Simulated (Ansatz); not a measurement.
```sh
ansatz run in.yaml --threads 4 --pin off --events-out ev --progress --plain --max-ram 66560MiB --backend cuda --devices 0, --max-vram 37GiB
```

```yaml
crystal:
  periodic: [false, false, false]
  atoms:
    - {symbol: Si, position_ang: [-0.998169, -0.133378, -1.133478]}
    - {symbol: Si, position_ang: [0.846562, 1.307877, -1.276149]}
    - {symbol: Si, position_ang: [-1.979952, 0.049398, 0.988601]}
    - {symbol: Si, position_ang: [-0.301831, -2.343912, -1.493226]}
    - {symbol: F, position_ang: [-2.085511, 0.275535, -2.262700]}
    - {symbol: H, position_ang: [1.817297, 0.896429, -0.225004]}
    - {symbol: H, position_ang: [1.504649, 1.207633, -2.606170]}
    - {symbol: H, position_ang: [0.445373, 2.719795, -1.036022]}
    - {symbol: H, position_ang: [-2.420675, 1.444067, 1.258287]}
    - {symbol: H, position_ang: [-3.145815, -0.864505, 1.121295]}
    - {symbol: H, position_ang: [-0.949231, -0.333931, 1.992180]}
    - {symbol: H, position_ang: [0.695949, -2.675288, -0.439244]}
    - {symbol: H, position_ang: [0.337909, -2.495245, -2.827286]}
    - {symbol: H, position_ang: [-1.443979, -3.290913, -1.390489]}
basis:
  gaussian: {orbitals: def2-TZVPP}
hamiltonian: {xc: r2scan, dispersion: d4}
```

Describe the molecule in this file.

The molecule is FH9Si4. The point group is C3v. Coordination: 4 Si tetrahedral.

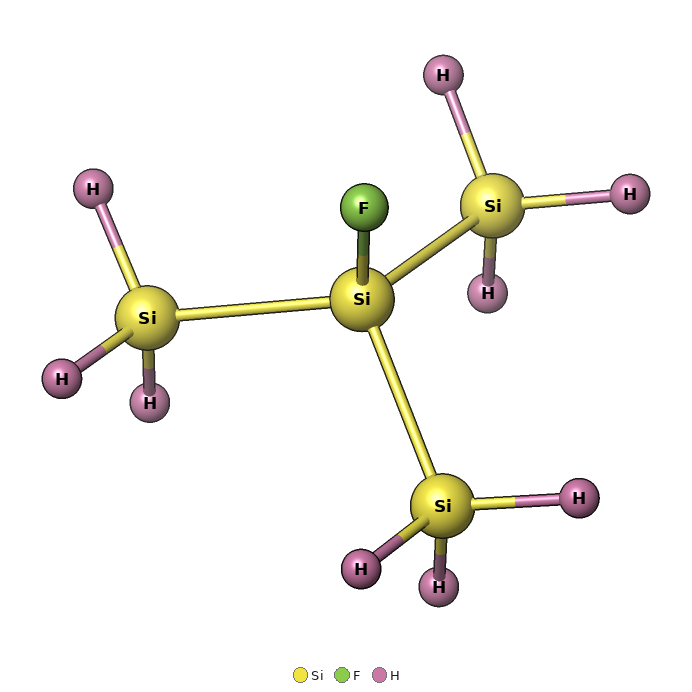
